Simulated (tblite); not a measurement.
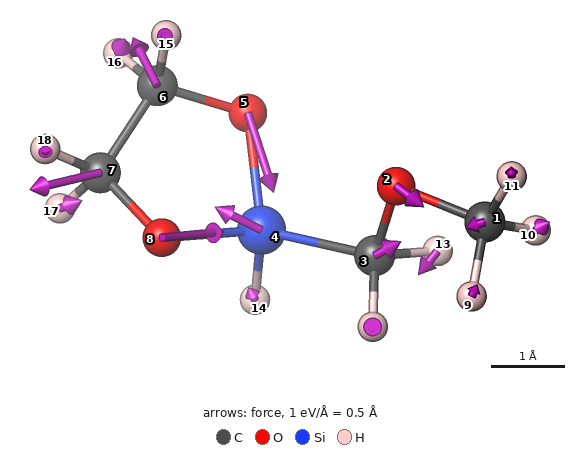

Starting geometry of C4H10O3Si with the computed forces as purple arrows. The picture is a ball-and-stick view, seen at a tilt.

These are results of GFN2-xTB geometry optimisation, gas phase in tblite 0.8.0, not measurements. 

Q: Is this structure relaxed? If not, where do the atoms go?

A: It isn't relaxed: the largest force vector, on an O atom, is 2.76 eV/Å. The final displacements have little in common with the starting forces (cosine between the two patterns 0.20). The largest move after the best rigid fit is that of an H atom, 0.63 Å. By element the largest moves are H 0.63 Å, O 0.33 Å, C 0.26 Å, Si 0.25 Å. Some distances before and after: O–Si 1.727 → 1.637 Å, O–Si 1.695 → 1.637 Å, C–C 1.488 → 1.542 Å, C–Si 1.844 → 1.896 Å. Bond angles that change, for instance: Si–O–C 98.6° → 110.8°, C–O–C 102.6° → 113.3°, Si–O–C 104.8° → 111.7°. The energy falls by 0.763 eV in 91 geometry steps.
